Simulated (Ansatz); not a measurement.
CH₅BFN···H₂

The calculation's input:

```
crystal:
  periodic: [false, false, false]
  atoms:
    - { symbol: B, position_ang: [0.0, 0.0, 0.0] }
    - { symbol: H, position_ang: [0.0, 0.0, 1.54] }
    - { symbol: "N", position_ang: [1.3423, 0.0, -0.775] }
    - { symbol: H, position_ang: [1.8089, -0.9179, -1.0268] }
    - { symbol: H, position_ang: [1.7937, 0.9179, -1.0532] }
    - { symbol: C, position_ang: [-1.3856, 0.0, -0.8] }
    - { symbol: H, position_ang: [-1.9458, -0.9305, -0.5708] }
    - { symbol: H, position_ang: [-1.9898, 0.8797, -0.4946] }
    - { symbol: H, position_ang: [-1.1839, 0.0508, -1.8903] }
    - { symbol: F, position_ang: [0.0726, 1.5356, 0.5108] }
    - { symbol: H, position_ang: [0.041, 0.8666, 1.4996] }
basis:
  gaussian: { orbitals: cc-pVDZ }
hamiltonian:
  xc: pbe
  dispersion: d4
relax:
  f_tol: 0.15
  max_steps: 25
  restrain:
    - { distance: [0, 9], at: 1.32, k: 30.0 }
    - { distance: [10, 1], at: 0.66, k: 30.0 }
    - { distance: [0, 1], at: 2.39, k: 30.0 }
    - { distance: [10, 9], at: 2.12, k: 30.0 }
output:
  orbitals: {}
```

Command:

```sh
ansatz run input.yaml --threads 2 --pin off --max-ram 3072MiB --backend cpu --events-out ev --progress --plain --runs-dir out
```

The fields are those of the run's last geometry, not of the input's.

Not at a stationary point (largest force 1.9 eV/Å).

Computed with RKS PBE-D4/cc-pVDZ (Ansatz).

Question: Predict the electron density and electron localisation function between the atoms.

Answer: B–F (1.35 Å): the density is about 1.9 e/Å³ at the midpoint; the ELF peaks at about 0.85 between the atoms, as expected for a shared but strongly polarised pair.
B–N (1.41 Å): the density is about 1.9 e/Å³ at the midpoint; the ELF peaks at about 0.90 between the atoms (a short, strongly polar bond).
C–B (1.58 Å): ρ at the midpoint is about 1.4 e/Å³; the ELF peaks at about 1 between the atoms, as expected for a covalent bond.
N–H (1.02 Å): ρ is about 2.8 e/Å³ halfway; the ELF climbs to about 1 towards the hydrogen, as it does in any bond to H: an ordinary covalent bond to hydrogen.

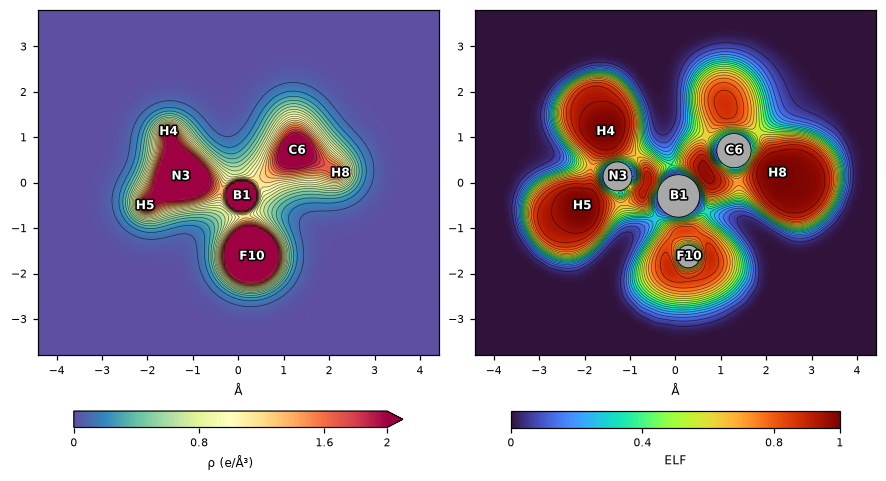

Computed electron density and electron localisation function on the plane of atoms N3, B1 and F10, in this order. Grey discs cover the atomic cores in the ELF map. 
